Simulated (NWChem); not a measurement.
# PH2F (SMILES FP): levels of theory compared

Wanted: a comparison of 6 runs (HF/def2-SVP, HF/cc-pVTZ, B3LYP/6-31G*, PBE0/def2-SVP, B2PLYP/def2-TZVP, MP2/6-31G) of PH2F. 

The calculation is run with NWChem 7.3.0.

**1. Starting point**

PH2F has 4 atoms, charge 0, and is taken as a singlet. SMILES: `FP`. Geometry: relaxed at GFN2-xTB.

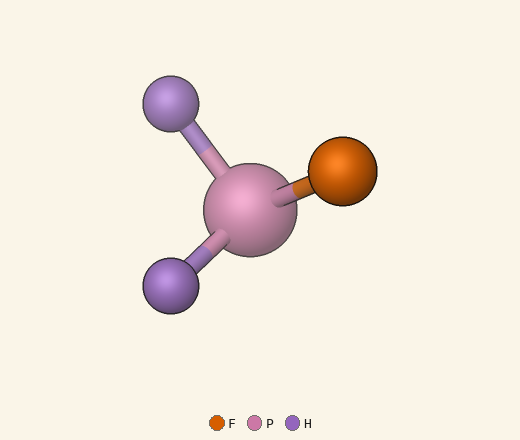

Viewed from a chosen angle; fluorine orange, phosphorus pink, hydrogen purple.

**2. Energy and gradient at HF/def2-SVP (run 1)**

fh2p.xyz

```xyz
4
FH2P gradient
F      1.160540     0.668850    -0.222660
P     -0.072030    -0.369080    -0.479670
H     -1.053910     0.574260    -0.129560
H     -0.034600    -0.874030     0.831900
```

run.py

```python
from ase.io import read
from ase.calculators.nwchem import NWChem

mol = read('fh2p.xyz')

calc = NWChem(
    label='fh2p',
    theory='scf',
    memory='2200 mb',
    basis='def2-SVP',
    basispar='spherical bse',
    scf={'nopen': '0', 'rhf': None, 'thresh': '1e-08', 'maxiter': '80'},
)
mol.calc = calc

forces = mol.get_forces()
e = mol.get_potential_energy()
print(f"E = {e:.6f} eV")
print("forces (eV/A):")
for s, f in zip(mol.symbols, forces):
    print(f"{s:2s} {f[0]:10.5f} {f[1]:10.5f} {f[2]:10.5f}")
print("dipole (e A):", mol.get_dipole_moment().round(4))
```

Started as:

```sh
$ export ASE_NWCHEM_COMMAND="nwchem PREFIX.nwi > PREFIX.nwo"
$ python run.py
```

Standard output:

```text
E = -12004.288375 eV
forces (eV/A):
F    -0.09883   -0.39451   -0.49036
P     0.70268    0.92776    0.65404
H    -0.43195   -0.08145   -0.20445
H    -0.17196   -0.45179    0.04083
dipole (e A): [-0.3631 -0.2104  0.068 ]
```

The calculator wrote fh2p.nwi:

```
title "fh2p"

permanent_dir fh2p

scratch_dir fh2p

start fh2p

geometry units angstrom nocenter noautosym noautoz
  F  1.1605399999999999e+00 6.6884999999999994e-01 -2.2266000000000000e-01
  P  -7.2029999999999997e-02 -3.6908000000000002e-01 -4.7966999999999999e-01
  H  -1.0539099999999999e+00 5.7425999999999999e-01 -1.2956000000000001e-01
  H  -3.4599999999999999e-02 -8.7402999999999997e-01 8.3189999999999997e-01
end

memory 2200 mb

basis spherical bse noprint
   * library def2-SVP
end

scf
  nopen 0
  rhf
  thresh 1e-08
  maxiter 80
end

task scf gradient
```

fh2p.nwo (excerpt; [...] marks lines left out):

```text
[...]
      One-electron energy =   -730.625178778823
[... 1 line left out ...]
 Nuclear repulsion energy =     59.629021861347
[... 31 lines left out ...]
                       ROHF Final Molecular Orbital Analysis
[... 184 lines left out ...]
     1   1 0 0     -0.686248      0.000000     15.639183
[...]
  wavefunction    =   RHF
                         RHF ENERGY GRADIENTS
    atom               coordinates                        gradient
                 x          y          z           x          y          z
   1 F       2.193103   1.263943  -0.420766    0.001922   0.007672   0.009536
   2 P      -0.136117  -0.697460  -0.906445   -0.013665  -0.018042  -0.012719
   3 H      -1.991601   1.085194  -0.244833    0.008400   0.001584   0.003976
   4 H      -0.065385  -1.651677   1.572063    0.003344   0.008786  -0.000794
[...]
```

Wall time 2.5 s (1 thread of Intel Xeon 6975P-C (Granite Rapids), shared host); peak memory 0.1 GiB.

**3. Energy and forces at HF/cc-pVTZ (run 2)**

fh2p.xyz: that of step 2 with these lines changed.

```diff
@@ -1,3 +1,3 @@
 4
-FH2P gradient
+FH2P
 F      1.160540     0.668850    -0.222660
```

fh2p.nw

```
echo
START fh2p
TITLE "FH2P"
memory stack 880 mb heap 220 mb global 1100 mb

GEOMETRY units angstroms noautosym nocenter noautoz
load format xyz fh2p.xyz
END

BASIS spherical bse
* library cc-pVTZ
END

SCF
thresh 1e-08
maxiter 80
END

TASK scf gradient
```

Started as:

```sh
$ nwchem fh2p.nw > fh2p.out
```

Standard output:

```text
[...]
  functions       =    92
[...]
  wavefunction    = RHF
[...]
         Total SCF energy =   -441.401463935270
      One-electron energy =   -731.016359189904
      Two-electron energy =    229.985873393286
 Nuclear repulsion energy =     59.629021861347
        Time for solution =     21.8s
[...]
                         RHF ENERGY GRADIENTS
    atom               coordinates                        gradient
                 x          y          z           x          y          z
   1 F       2.193103   1.263943  -0.420766    0.012586   0.016151   0.011003
   2 P      -0.136117  -0.697460  -0.906445   -0.022002  -0.026290  -0.016307
   3 H      -1.991601   1.085194  -0.244833    0.006562   0.002427   0.004401
   4 H      -0.065385  -1.651677   1.572063    0.002854   0.007713   0.000903
[...]
```

Wall time 32 s (1 thread of Intel Xeon 6975P-C (Granite Rapids), shared host); peak memory 0.11 GiB.

Runs 3 to 4 aren't shown in full; the table further down has their settings and results.

**4. A single-point energy at B2PLYP/def2-TZVP (run 5)**

fh2p.nw

```
START fh2p
memory total 2200 mb

GEOMETRY units angstrom noautosym nocenter noautoz
F     1.160540    0.668850   -0.222660
P    -0.072030   -0.369080   -0.479670
H    -1.053910    0.574260   -0.129560
H    -0.034600   -0.874030    0.831900
END

BASIS spherical bse
* library def2-TZVP
END

DFT
xc hfexch 0.53 becke88 0.47 lyp 0.73 mp2 0.27
dftmp2 semidirect
grid xfine
convergence energy 1e-08
maxiter 100
mulliken
END

MP2
freeze core 6
END

TASK dft energy
```

Started as:

```sh
$ nwchem fh2p.nw > fh2p.out
```

Standard output:

```text
[...]
          Wavefunction type:  closed shell.
          No. of atoms     :     4
          No. of electrons :    26
[...]
          Charge           :     0
          Spin multiplicity:     1
[...]
          AO basis - number of functions:    80
[...]
              XC Information
              --------------
                     Hartree-Fock (Exact) Exchange  0.530
                    Becke 1988 Exchange Functional  0.470
              Lee-Yang-Parr Correlation Functional  0.730
[...]
 d= 0,ls=0.0,diis     1   -442.1058477993 -5.02D+02  6.06D-03  4.38D-01     1.3
[...]
 d= 0,ls=0.0,diis     8   -442.1482015650 -5.32D-09  6.13D-07  1.42D-08     8.9
         Total DFT energy =     -442.148201565008
      One electron energy =     -731.190360002196
           Coulomb energy =      263.605226342143
    Exchange-Corr. energy =      -34.192089766302
 Nuclear repulsion energy =       59.629021861347
[...]
      Total Density - Mulliken Population Analysis
     ---------------------------------------------
    Atom       Charge   Shell Charges
 -----------   ------   -------------------------------------------------------
    1 F    9     9.35   0.77  1.20  0.61  0.99  0.36  2.27  2.19  0.96  0.00  0.01  0.00
    2 P   15    14.73   2.01  0.53  1.44  1.08  0.66  4.17  1.68  0.71  1.55  0.58  0.12  0.18  0.04
    3 H    1     0.96   0.25  0.52  0.17  0.01
    4 H    1     0.96   0.25  0.52  0.17  0.01
[...]
  Basis functions       =     80
[...]
```

Run time: 11 s. Hardware: 1 thread of Intel Xeon 6975P-C (Granite Rapids), shared host; peak memory 0.17 GiB.

**5. Energy and forces at MP2/6-31G (run 6)**

calc.nw

```
start calc
title "FH2P mp2"
memory 2200 mb
geometry units bohr noautosym nocenter noautoz
F    2.19310276   1.26394332  -0.42076642
P   -0.13611697  -0.69746012  -0.90644493
H   -1.99160126   1.08519412  -0.24483292
H   -0.06538452  -1.65167732   1.57206316
end
basis spherical bse
* library 6-31G
end
scf
thresh 1e-08
maxiter 80
end
mp2
freeze core 6
tight
end
task mp2 gradient
```

Started as:

```sh
$ nwchem calc.nw > calc.out
```

Standard output:

```text
[...]
  functions       =    26
[...]
  wavefunction    = RHF
[...]
         Total SCF energy =   -441.231751883611
      One-electron energy =   -730.483148279798
      Two-electron energy =    229.622378849237
 Nuclear repulsion energy =     59.629017546951
        Time for solution =      0.9s
[...]
          Total MP2 energy          -441.412387510592
[...]
                         mp2 ENERGY GRADIENTS
    atom               coordinates                        gradient
                 x          y          z           x          y          z
   1 F       2.193103   1.263943  -0.420766   -0.062504  -0.045652  -0.002502
   2 P      -0.136117  -0.697460  -0.906445    0.038848   0.038394   0.016637
   3 H      -1.991601   1.085194  -0.244833    0.020201  -0.008276   0.000831
   4 H      -0.065385  -1.651677   1.572063    0.003454   0.015534  -0.014965
[...]
```

Wall time 2.9 s (1 thread of Intel Xeon 6975P-C (Granite Rapids), shared host); peak memory 0.1 GiB.

**6. The series**

| run | level | iteration cap | module | energy (Eh) | dipole moment (D) | HOMO energy (eV) | LUMO energy (eV) | wall time |
| --- | --- | --- | --- | --- | --- | --- | --- | --- |
| 1 | HF/def2-SVP | 80 | scf | -441.149465 | 2.04 | -11.03 | 3.54 | 2.5 s |
| 2 | HF/cc-pVTZ | 80 | scf | -441.401464 | 1.76 | -11.01 | 2.87 | 32 s |
| 3 | B3LYP/6-31G* (spherical functions) | 100 | dft | -442.381944 | 1.56 | -7.53 | -0.72 | 5.1 s |
| 4 | PBE0/def2-SVP | 100 | dft | -441.974862 | 1.68 | -7.86 | -0.35 | 5.4 s |
| 5 | B2PLYP/def2-TZVP | 100 | dft | -442.277731 | 1.67 | -9.14 | 0.45 | 11 s |
| 6 | MP2/6-31G | 80 | mp2 | -441.412388 | 2.26 | -11.21 | 2.91 | 2.9 s |

**7. Results**

| quantity | value |
| --- | --- |
| run 6: total energy | -441.41239 Eh |
| run 6: dipole moment (of the density that the program reports) | 2.26 D |
| run 6: HOMO energy (Hartree–Fock orbitals) | -11.21 eV |
| run 6: LUMO energy (Hartree–Fock orbitals) | 2.91 eV |
| run 6: HOMO–LUMO gap (Hartree–Fock orbitals) | 14.13 eV |
| run 6: correlation energy (6 core orbitals frozen) | -180.6 mEh |
| run 6: largest force on an atom | 3.982 eV/Å |

**Reading.** The dipole moment (its size) runs from 1.56 D (B3LYP/6-31G*) to 2.26 D (MP2/6-31G). The two ends differ in method and basis. Over runs 1, 2, 3, 4, 5 the HOMO–LUMO gap runs from 6.80 eV (B3LYP/6-31G*) to 14.57 eV (HF/def2-SVP). Totals of different functionals can't be ranked against each other. All runs together took 58 s, the longest 32 s.
